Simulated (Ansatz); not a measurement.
Consider Ag in the fcc (Cu type) structure (space group Fm-3m, No. 225; a = 4.054 Å; relaxed with 0.1 eV smearing). Axes: x, y, z lie along the cube axes.

Structures relaxed with PBEsol/PAW in Ansatz (a quantum-chemistry and plane-wave program), spin-orbit coupling left out.

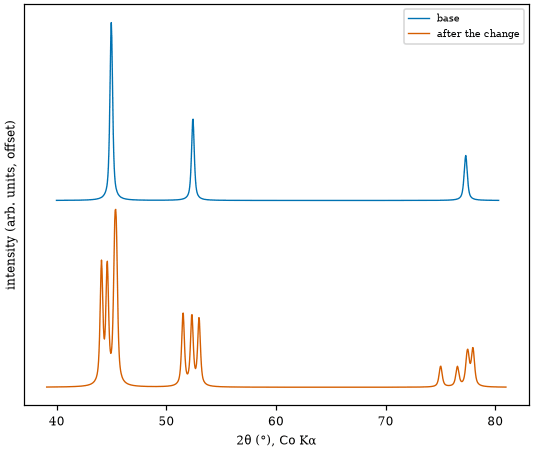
Figure: Simulated powder patterns before (top) and after one change

Problem. Which change produced these results?
A) uniaxial strain ε_xx = −5.27 %
B) strain tensor (xx, yy, zz, yz, xz, xy) = (−0.45, +0.56, −1.12, −0.63, +0.49, +1.26) %
C) biaxial strain +1.25 %, plane normal [001], relaxed out of plane
D) strain tensor (xx, yy, zz, yz, xz, xy) = (−0.98, +0.21, +1.67, +1.66, +0.55, +0.30) %

Solution. D, strain tensor (xx, yy, zz, yz, xz, xy) = (−0.98, +0.21, +1.67, +1.66, +0.55, +0.30) %. Its volume per atom is 16.80 Å³ against 16.65 Å³, and its space group is P-1 (No. 2).

No phonon test of stability was made.
